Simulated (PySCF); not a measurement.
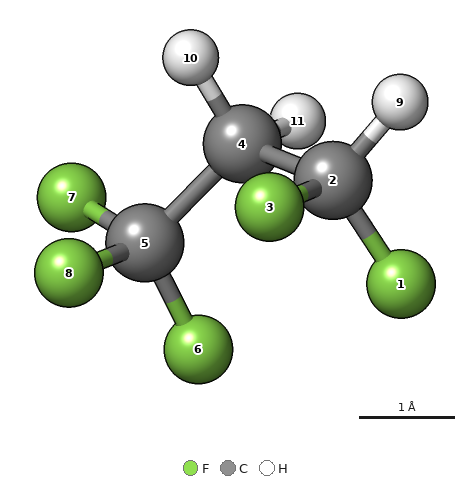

*The structure as given in the input (ball-and-stick view, seen at a tilt; atoms are numbered from 1 in the order of the input).*

## Run report: C$_{3}$H$_{3}$F$_{5}$, NMR shielding calculation

System: C$_{3}$H$_{3}$F$_{5}$.
Method: GIAO PBE0/pcSseg-1 NMR shielding, non-relativistic, IEF-PCM methanol (PySCF 2.14.0).

The geometry comes from this level: PBE0-D3(BJ)/def2-SVP. Figures and captions count atoms from 1; the log counts them from 0 in places.

Input:
```
{"job": {"xc": "PBE0", "basis": "pcSseg-1", "solvent": "methanol", "kind": "nmr", "pop": false}, "charge": 0, "multiplicity": 1}
F      1.521832    -0.280697    -1.285107
C      1.167304     0.544359    -0.279640
F      1.822167     0.152532     0.831703
C     -0.329612     0.516102    -0.063187
C     -0.921860    -0.827452     0.300184
F     -0.719654    -1.739604    -0.648810
F     -2.244692    -0.699688     0.461162
F     -0.423983    -1.304650     1.439082
H      1.504299     1.565104    -0.535921
H     -0.585535     1.220278     0.740989
H     -0.825937     0.859686    -0.981791
```

The first line tells a small driver script what to run in PySCF; the rest is the geometry in Å.

Machine: 1 CPU thread, shared host.

Launched with:
```bash
OMP_NUM_THREADS=1 python <driver script> task.json out
```

What the program printed:
```
coarse grid: 10552 points
cycle   1  E = -614.4551273171  dE =  1.274e+00  |g| = 1.049e+00  |ddm| = 2.791e+00
cycle   2  E = -614.2993002214  dE =  1.558e-01  |g| = 1.498e+00  |ddm| = 1.177e+00
cycle   3  E = -614.6328637933  dE = -3.336e-01  |g| = 6.460e-02  |ddm| = 7.176e-01
cycle   4  E = -614.6334479872  dE = -5.842e-04  |g| = 3.467e-02  |ddm| = 6.116e-02
cycle   5  E = -614.6336968206  dE = -2.488e-04  |g| = 3.810e-03  |ddm| = 2.468e-02
cycle   6  E = -614.6336988586  dE = -2.038e-06  |g| = 1.590e-03  |ddm| = 2.460e-03
final grid: 107760 points
cycle   7  E = -614.7112898013  dE = -4.789e-05  |g| = 7.536e-03  |ddm| = 1.915e-02
cycle   8  E = -614.7112824291  dE =  7.372e-06  |g| = 1.048e-02  |ddm| = 1.051e-02
cycle   9  E = -614.7113006173  dE = -1.819e-05  |g| = 6.851e-04  |ddm| = 5.540e-03
cycle  10  E = -614.7113006977  dE = -8.044e-08  |g| = 1.683e-04  |ddm| = 5.801e-04
cycle  11  E = -614.7113007022  dE = -4.409e-09  |g| = 4.858e-05  |ddm| = 1.176e-04
cycle  12  E = -614.7113007025  dE = -3.381e-10  |g| = 1.484e-05  |ddm| = 3.134e-05
```

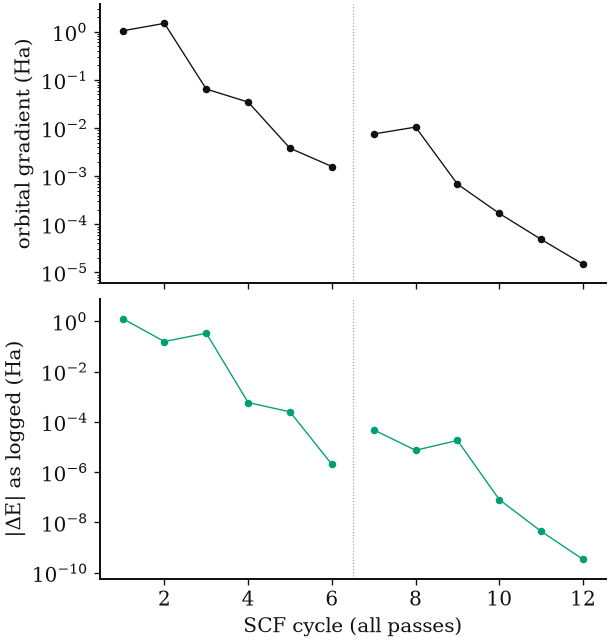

*Convergence of the self-consistent field: orbital gradient and size of the energy change against the SCF cycle. The dotted line marks the change from a coarse to the final integration grid.*

The first 6 cycles use a coarse grid, the final grid takes over at cycle 7, and the field converges after 12 cycles in all.

```
converged SCF energy = -614.7113007025

GIAO shielding tensors (ppm)
atom      isotropic    diamagn.    paramagn.     s11        s22        s33       span
  0 F      317.655     473.994    -156.339    213.570    326.096    413.299    199.729
  1 C       68.100     236.488    -168.388     50.761     67.686     85.853     35.092
  2 F      317.963     474.003    -156.040    214.109    326.203    413.576    199.467
  3 C      144.706     252.865    -108.159    135.521    136.395    162.202     26.681
  4 C       54.257     240.690    -186.433     52.851     54.107     55.813      2.961
  5 F      257.541     474.094    -216.553    175.092    265.997    331.534    156.442
  6 F      247.899     471.950    -224.051    165.736    237.248    340.714    174.977
  7 F      257.619     474.101    -216.481    175.261    266.299    331.299    156.038
  8 H       24.995      26.237      -1.242     22.335     23.172     29.478      7.143
  9 H       28.631      29.088      -0.457     25.260     27.501     33.132      7.872
 10 H       28.632      29.085      -0.454     25.276     27.498     33.121      7.846
```

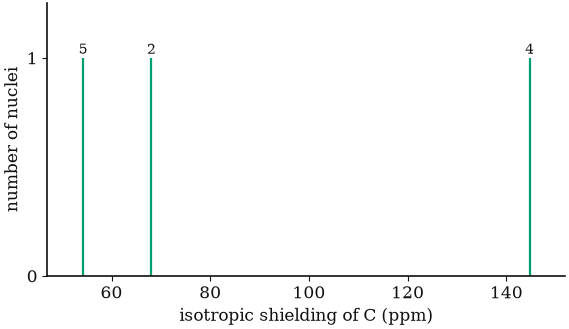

*Isotropic shieldings of the carbon nuclei in this fixed geometry, labelled by atom number; shielding grows to the right, so chemical shift grows to the left.*

The least shielded is C5 (54.3 ppm), the most shielded C4 (144.7 ppm).

Results in brief:

| quantity | value |
| --- | --- |
| outcome | converged |
| total energy | −614.711301 hartree |
| HOMO | −9.75 eV |
| LUMO | 1.69 eV |
| dipole moment | 4.01 D |
| isotropic shielding, F | 247.9 to 318.0 ppm |
| isotropic shielding, C | 54.3 to 144.7 ppm |
| isotropic shielding, H | 25.0 to 28.6 ppm |
| wall time | 9.8 s |
| peak memory | 0.76 GiB |
